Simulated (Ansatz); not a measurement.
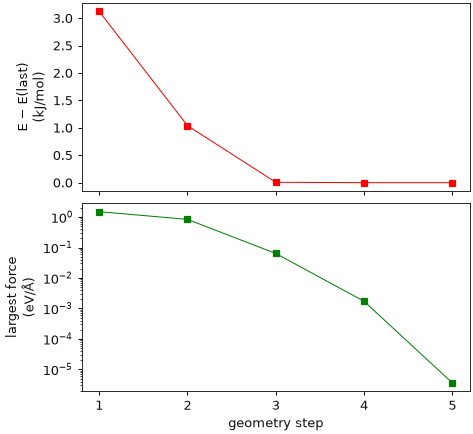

History of a geometry optimisation.

System: AlF.
Method: HF/def2-SVP, Gaussian basis (Ansatz).

Question: How did it end, and what did it gain?

Answer: The optimisation met its thresholds at geometry 5, counting the start as the first. The energy fell by about 3.1 kJ/mol from the first step to the last. The largest force goes from about 1.5 eV/Å at the start to 4 × 10⁻⁶ eV/Å at the end.
